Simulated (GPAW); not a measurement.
# A Ge chain with one bond drawn out: a series of junctions, part 2 of 2

Aim: how the conductance and the thermopower change along a series of junctions, a Ge chain with one bond drawn out.

GPAW 26.7.0; GPAW LCAO, PAW setups; Landauer transmission from Green's functions with principal layers (ASE), zero bias.

So far, conductance (G₀): step 2 (junction, stretch 0.2 Å) 2.90; step 3 (stretch 0.5 Å) 2.43; step 4 (stretch 0.8 Å) 1.73; step 5 (stretch 1.2 Å) 0.893; step 6 (stretch 1.6 Å) 0.395.

### 7. Junction: stretch = 2.0

The cell differs from the one that the last finished run ended in (c 25.100 → 25.500 Å).

run.py reads:

```python
import json
import numpy as np
from ase import Atoms
from ase.transport.calculators import TransportCalculator
from gpaw import GPAW, FermiDirac
from gpaw.lcao.tools import get_lcao_hamiltonian
from scipy.linalg import eigh

# The junction with lead layers at both ends, along the third cell vector
device = Atoms(
    ['Ge', 'Ge', 'Ge', 'Ge', 'Ge', 'Ge', 'Ge', 'Ge', 'Ge', 'Ge'],
    positions=[
        [4.50000, 4.50000, 1.17500],
        [4.50000, 4.50000, 3.52500],
        [4.50000, 4.50000, 5.87500],
        [4.50000, 4.50000, 8.22500],
        [4.50000, 4.50000, 10.57500],
        [4.50000, 4.50000, 14.92500],
        [4.50000, 4.50000, 17.27500],
        [4.50000, 4.50000, 19.62500],
        [4.50000, 4.50000, 21.97500],
        [4.50000, 4.50000, 24.32500]],
    cell=[[9.0, 0.0, 0.0], [0.0, 9.0, 0.0], [0.0, 0.0, 25.5]],
    pbc=True)

# One principal layer of the lead: the first 3 atoms of the device
lead = Atoms(
    ['Ge', 'Ge', 'Ge'],
    positions=[
        [4.50000, 4.50000, 1.17500],
        [4.50000, 4.50000, 3.52500],
        [4.50000, 4.50000, 5.87500]],
    cell=[[9.0, 0.0, 0.0], [0.0, 9.0, 0.0], [0.0, 0.0, 7.05]],
    pbc=True)

settings = dict(mode='lcao', basis='dzp', xc='PBE', h=0.2,
                occupations=FermiDirac(0.1), maxiter=250,
                mixer=dict(beta=0.1, nmaxold=8, weight=100.0),
                convergence=dict(density=0.0001))
energies = np.arange(-2, 2 + 1e-9, 0.05)
eta = 0.0001
n1, n2 = 1, 1
# k and -k transmit alike, so half of the mesh across the current serves
mesh = [(i, j) for i in range(n1) for j in range(n2) if (i, j) <= (-i % n1, -j % n2)]
weights = np.array([1 if (i, j) == (-i % n1, -j % n2) else 2 for i, j in mesh]) / (n1 * n2)

# [... helper functions left out ...]
fermi_lead = ground_state(lead, (1, 1, 16), 'lead.txt')
fermi_device = ground_state(device, (1, 1, 3), 'device.txt')
# [... loop over the mesh left out, but for ...]
        # Shift the lead onto the potential of the device's first layer
        shift = ((H[:, 0, 0] - H0[:, 0, 0]) / S0[0, 0]).real.mean()
# [...]
kT = 8.617333e-5 * 300
bias = [0.1, 0.2, 0.5, 1.0, 1.5, 2.0]
# [... integrals and printing left out ...]
```

On the command line:

```sh
$ OMP_NUM_THREADS=1 OPENBLAS_NUM_THREADS=1 python run.py
```

Log:

```text
basis functions: device 130, principal layer 39
Fermi level: lead -3.5427 eV, device -3.5233 eV; lead shifted by -0.0825 eV
largest coupling past the next layer 9.77e-06 eV, largest misfit of the first layer 0.116 eV
  E-E_F (eV)   T (one spin)  [channel counts left out]
    -2.000    4.1123e-02
    -1.950    4.1994e-02
    -1.900    4.2876e-02
[...]
1.950    2.1195e-01
     2.000    2.1506e-01
conductance at 300 K: 0.15972 G0 a cell; thermopower -1.851 uV/K
current from the zero-bias T(E) at 0.1 V: 1.2358 uA
current from the zero-bias T(E) at 0.2 V: 2.4614 uA
current from the zero-bias T(E) at 0.5 V: 5.9944 uA
current from the zero-bias T(E) at 1.0 V: 11.242 uA
current from the zero-bias T(E) at 1.5 V: 15.959 uA
current from the zero-bias T(E) at 2.0 V: 20.499 uA
```

The job ended after 51 s (1 thread of AMD EPYC 7R43, shared host; peak memory 0.82 GiB).

One spin. Table of transmission, zone mean by energy, zero at the Fermi level:

```
energy (eV)  transmission, zone mean
    -2.0000                   0.0411
    -1.7500                   0.0456
    -1.5000                   0.0504
    -1.2500                   0.0558
    -1.0000                   0.0668
    -0.7500                   0.0799
    -0.5000                   0.0979
    -0.2500                    0.133
     0.0000                    0.160
     0.2500                    0.159
     0.5000                    0.155
     0.7500                    0.157
     1.0000                    0.164
     1.2500                    0.174
     1.5000                    0.186
     1.7500                    0.200
     2.0000                    0.215
```

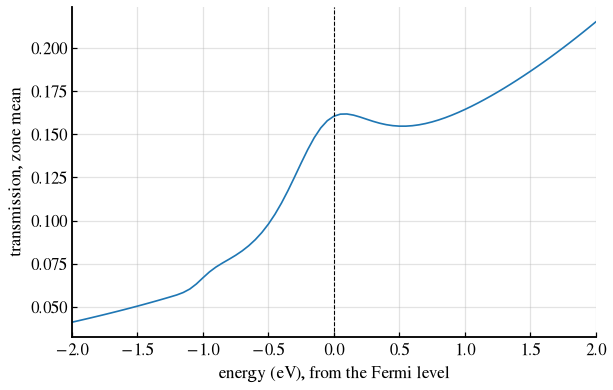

Transmission, zone mean against energy.

The conductance, 0.160 G₀, lies 60 % below that of the member before.

### 8. Junction: stretch = 2.6

The cell differs from the one that the last finished run ended in (c 25.500 → 26.100 Å).

run.py: that of step 7 with these lines changed.

```diff
@@ -17,8 +17,8 @@
         [4.50000, 4.50000, 10.57500],
-        [4.50000, 4.50000, 14.92500],
-        [4.50000, 4.50000, 17.27500],
-        [4.50000, 4.50000, 19.62500],
-        [4.50000, 4.50000, 21.97500],
-        [4.50000, 4.50000, 24.32500]],
-    cell=[[9.0, 0.0, 0.0], [0.0, 9.0, 0.0], [0.0, 0.0, 25.5]],
+        [4.50000, 4.50000, 15.52500],
+        [4.50000, 4.50000, 17.87500],
+        [4.50000, 4.50000, 20.22500],
+        [4.50000, 4.50000, 22.57500],
+        [4.50000, 4.50000, 24.92500]],
+    cell=[[9.0, 0.0, 0.0], [0.0, 9.0, 0.0], [0.0, 0.0, 26.1]],
     pbc=True)
```

Log:

```text
basis functions: device 130, principal layer 39
Fermi level: lead -3.5427 eV, device -3.5314 eV; lead shifted by -0.0902 eV
largest coupling past the next layer 9.77e-06 eV, largest misfit of the first layer 0.116 eV
  E-E_F (eV)   T (one spin)  [channel counts left out]
    -2.000    8.6096e-03
    -1.950    8.8465e-03
    -1.900    9.0886e-03
[...]
1.950    6.8254e-02
     2.000    6.9708e-02
conductance at 300 K: 0.037736 G0 a cell; thermopower -2.757 uV/K
current from the zero-bias T(E) at 0.1 V: 0.29206 uA
current from the zero-bias T(E) at 0.2 V: 0.58227 uA
current from the zero-bias T(E) at 0.5 V: 1.4268 uA
current from the zero-bias T(E) at 1.0 V: 2.7221 uA
current from the zero-bias T(E) at 1.5 V: 3.9368 uA
current from the zero-bias T(E) at 2.0 V: 5.145 uA
```

Run time: 51 s. Hardware: 1 thread; peak memory 0.83 GiB.

The conductance, 0.0377 G₀, lies 76 % below that of the member before.

### 9. Member of the series, box 9 × 9 × 26.7 Å: stretch = 3.2

The cell differs from the one that the last finished run ended in (c 26.100 → 26.700 Å).

run.py: that of step 8 with these lines changed.

```diff
@@ -17,8 +17,8 @@
         [4.50000, 4.50000, 10.57500],
-        [4.50000, 4.50000, 15.52500],
-        [4.50000, 4.50000, 17.87500],
-        [4.50000, 4.50000, 20.22500],
-        [4.50000, 4.50000, 22.57500],
-        [4.50000, 4.50000, 24.92500]],
-    cell=[[9.0, 0.0, 0.0], [0.0, 9.0, 0.0], [0.0, 0.0, 26.1]],
+        [4.50000, 4.50000, 16.12500],
+        [4.50000, 4.50000, 18.47500],
+        [4.50000, 4.50000, 20.82500],
+        [4.50000, 4.50000, 23.17500],
+        [4.50000, 4.50000, 25.52500]],
+    cell=[[9.0, 0.0, 0.0], [0.0, 9.0, 0.0], [0.0, 0.0, 26.7]],
     pbc=True)
```

Log:

```text
basis functions: device 130, principal layer 39
Fermi level: lead -3.5427 eV, device -3.5434 eV; lead shifted by -0.0923 eV
largest coupling past the next layer 9.77e-06 eV, largest misfit of the first layer 0.116 eV
  E-E_F (eV)   T (one spin)  [channel counts left out]
    -2.000    1.6694e-03
    -1.950    1.7244e-03
    -1.900    1.7810e-03
[...]
1.950    1.9410e-02
     2.000    1.9951e-02
conductance at 300 K: 0.0080905 G0 a cell; thermopower -3.626 uV/K
current from the zero-bias T(E) at 0.1 V: 0.062638 uA
current from the zero-bias T(E) at 0.2 V: 0.125 uA
current from the zero-bias T(E) at 0.5 V: 0.30825 uA
current from the zero-bias T(E) at 1.0 V: 0.59816 uA
current from the zero-bias T(E) at 1.5 V: 0.88062 uA
current from the zero-bias T(E) at 2.0 V: 1.1703 uA
```

Wall time 50 s (1 thread); peak memory 0.83 GiB.

One spin. Transmission, zone mean against energy, zero at the Fermi level:

```
energy (eV)  transmission, zone mean
     -2.000                  0.00167
     -1.800                  0.00190
     -1.600                  0.00216
     -1.400                  0.00245
     -1.200                  0.00279
     -1.000                  0.00333
     -0.800                  0.00391
     -0.600                  0.00458
     -0.400                  0.00561
     -0.200                  0.00700
      0.000                  0.00811
      0.200                  0.00869
      0.400                  0.00922
      0.600                  0.00994
      0.800                   0.0109
      1.000                   0.0119
      1.200                   0.0132
      1.400                   0.0145
      1.600                   0.0161
      1.800                   0.0179
      2.000                   0.0200
```

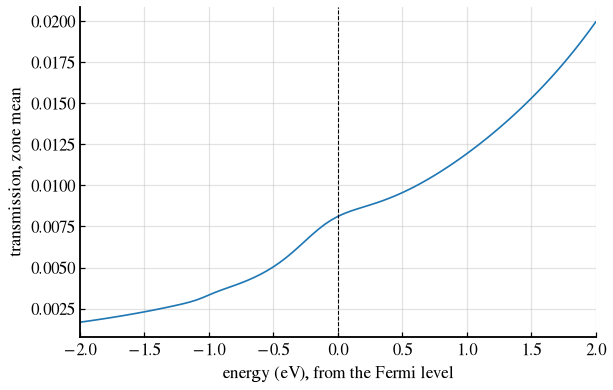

Transmission, zone mean, plotted against energy.

The conductance, 0.00809 G₀, lies 79 % below that of the member before.

### 10. Side by side

Times are for 1 thread of AMD EPYC 7R43, shared host. The runs compared:

```
no.  stretch (Å)  conductance (G₀)  time  memory (GiB)
  1          0.2             2.904  47 s          0.77
  2          0.5             2.434  49 s          0.78
  3          0.8             1.733  54 s          0.78
  4          1.2            0.8929  54 s          0.79
  5          1.6            0.3945  50 s          0.79
  6            2            0.1597  51 s          0.82
  7          2.6           0.03774  51 s          0.83
  8          3.2          0.008091  50 s          0.83
```

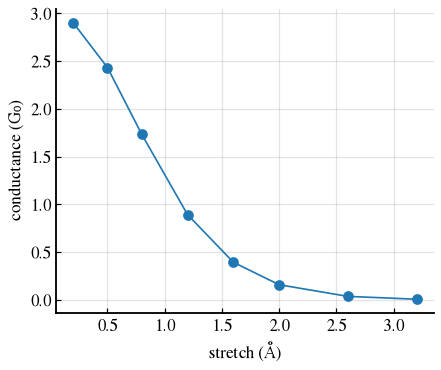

The series as plots.

The runs together. Table of transmission, zone mean by energy, zero at the Fermi level:

```
energy (eV)    0.2    0.5    1.2    1.6      2.6      3.2
    -2.0000  0.959  0.776  0.262  0.109  0.00861  0.00167
    -1.7500  0.962  0.787  0.277  0.119  0.00985  0.00196
    -1.5000  0.965  0.796  0.291  0.128   0.0113  0.00230
    -1.2500  0.967  0.804  0.305  0.138   0.0129  0.00270
    -1.0000   2.22   1.18  0.364  0.164   0.0156  0.00333
    -0.7500   2.67   1.68  0.452  0.197   0.0189  0.00406
    -0.5000   2.82   2.03  0.561  0.242   0.0233  0.00504
    -0.2500   2.88   2.32  0.766  0.332   0.0312  0.00664
     0.0000   2.90   2.44  0.897  0.396   0.0379  0.00811
     0.0500   2.91   2.44  0.898  0.398   0.0384  0.00829
     0.1000   2.91   2.44  0.893  0.396   0.0388  0.00844
     0.2500   2.90   2.40  0.852  0.381   0.0393  0.00881
     0.5000   2.88   2.29  0.776  0.357   0.0406  0.00956
     0.7500   2.85   2.20  0.737  0.350   0.0432   0.0106
     1.0000   2.83   2.15  0.730  0.356   0.0470   0.0119
     1.2500   2.83   2.15  0.744  0.369   0.0515   0.0135
     1.5000   2.83   2.17  0.768  0.387   0.0568   0.0153
     1.7500   2.85   2.20  0.797  0.407   0.0628   0.0174
     2.0000   2.85   2.23  0.827  0.429   0.0697   0.0200
```

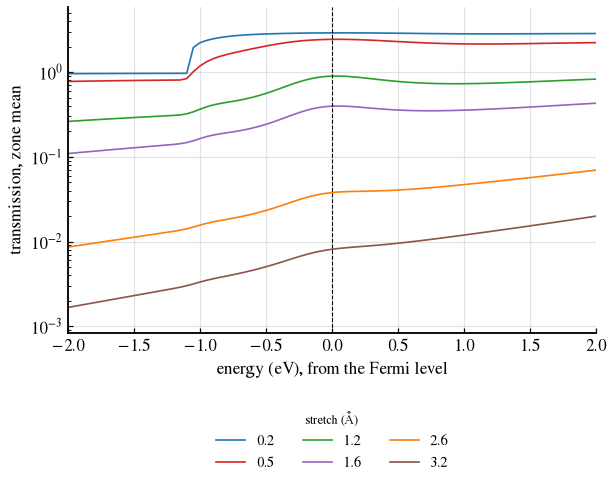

Transmission, zone mean, plotted against energy.

The runs together. The current through one cell, from the zero-bias transmission by bias:

```
bias (V)  0.2 (μA)  0.5 (μA)  1.2 (μA)  1.6 (μA)  2.6 (μA)  3.2 (μA)
   0.100      22.5      18.8      6.91      3.05     0.292    0.0626
   0.200      45.0      37.7      13.8      6.08     0.582     0.125
   0.500       112      93.3      33.4      14.8      1.43     0.308
   1.000       224       181      61.9      27.4      2.72     0.598
   1.500       332       261      86.2      38.4      3.94     0.881
   2.000       435       331       108      48.8      5.15      1.17
```

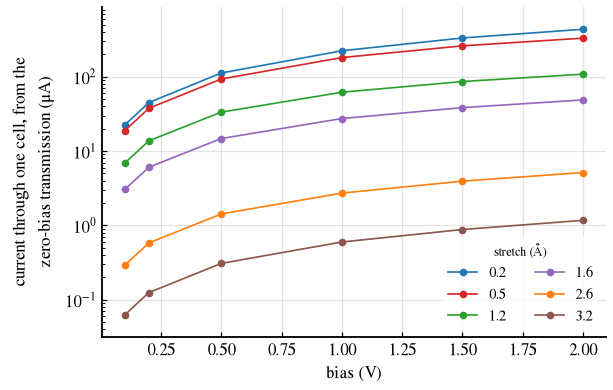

Current through one cell, from the zero-bias transmission, plotted against bias.

### 11. Other settings

One more run, with changed settings.

run.py: that of step 9 with these lines changed.

```diff
@@ -17,8 +17,8 @@
         [4.50000, 4.50000, 10.57500],
-        [4.50000, 4.50000, 16.12500],
-        [4.50000, 4.50000, 18.47500],
-        [4.50000, 4.50000, 20.82500],
-        [4.50000, 4.50000, 23.17500],
-        [4.50000, 4.50000, 25.52500]],
-    cell=[[9.0, 0.0, 0.0], [0.0, 9.0, 0.0], [0.0, 0.0, 26.7]],
+        [4.50000, 4.50000, 15.52500],
+        [4.50000, 4.50000, 17.87500],
+        [4.50000, 4.50000, 20.22500],
+        [4.50000, 4.50000, 22.57500],
+        [4.50000, 4.50000, 24.92500]],
+    cell=[[9.0, 0.0, 0.0], [0.0, 9.0, 0.0], [0.0, 0.0, 26.1]],
     pbc=True)
@@ -36,3 +36,3 @@
 settings = dict(mode='lcao', basis='dzp', xc='PBE', h=0.2,
-                occupations=FermiDirac(0.1), maxiter=250,
+                occupations=FermiDirac(2.0), maxiter=50,
                 mixer=dict(beta=0.1, nmaxold=8, weight=100.0),
```

Log:

```text
basis functions: device 130, principal layer 39
Fermi level: lead -3.4739 eV, device -3.0378 eV; lead shifted by -0.5836 eV
largest coupling past the next layer 9.83e-06 eV, largest misfit of the first layer 0.070 eV
  E-E_F (eV)   T (one spin)  [channel counts left out]
    -2.000    8.9323e-03
    -1.950    9.1853e-03
    -1.900    9.4436e-03
    -1.850    9.7071e-03
    -1.800    9.9756e-03
    -1.750    1.0268e-02
    -1.700    1.0603e-02
    -1.650    1.0988e-02
    -1.600    1.1411e-02
    -1.550    1.1846e-02
    -1.500    1.2265e-02
    -1.450    1.2657e-02
    -1.400    1.3028e-02
    -1.350    1.3388e-02
    -1.300    1.3747e-02
    -1.250    1.4112e-02
[...]
1.650    7.2020e-02
     1.700    7.3497e-02
     1.750    7.4945e-02
     1.800    7.6364e-02
     1.850    7.7752e-02
     1.900    7.9112e-02
     1.950    8.0443e-02
     2.000    8.1749e-02
conductance at 300 K: 0.029261 G0 a cell; thermopower -4.083 uV/K
current from the zero-bias T(E) at 0.1 V: 0.22674 uA
current from the zero-bias T(E) at 0.2 V: 0.45362 uA
current from the zero-bias T(E) at 0.5 V: 1.1366 uA
current from the zero-bias T(E) at 1.0 V: 2.2924 uA
current from the zero-bias T(E) at 1.5 V: 3.4912 uA
current from the zero-bias T(E) at 2.0 V: 4.7616 uA
```

Wall time 46 s (1 thread); peak memory 0.83 GiB.

The run finished. A setting was moved off its sound value on purpose, so it serves as a test and not as the result.

The fault put into the input: a smearing of electronvolts (width = 2.0).

### 12. What came out

```yaml
conductance_first_and_last_member: 2.90 and 0.00809 G₀
largest_and_smallest: 2.90 and 0.00809 G₀
```

In words: As the extra bond length goes from 0.2 to 3.2 Å, the conductance goes from 2.90 to 0.00809 G₀. The conductance falls at every step of the series. The geometry was built from estimated bond lengths and not relaxed, so the numbers describe this model structure. An evenly spaced straight chain is an idealisation: free chains tend to dimerise, zigzag or, where a band edge lies near the Fermi level, turn magnetic. The currents use the zero-bias T(E) throughout, which holds only while the bias is small against the distance to the nearest feature. The energy step is wider than the thermal energy, so the conductance and thermopower rest on interpolation of T(E). Atomic orbitals end short of the vacuum, so tunnelling across a wide gap comes out too low. Energies count from the junction cell's Fermi level; in the run with T = 0.00811 there, the aligned lead's own level lies at -0.092 eV, where T interpolates to 0.00767; the finite cell leaves the answer open by at least that much.

[Logs are printed without paths, hosts, clocks, repeated set-up lines and the standing remarks that a program may print on its own settings, such as how far it seeks lower states.]

[Hosts, paths, dates, database ids (printed as entryN), source tags and the programs' standing remarks are cut or masked in the printed files.]
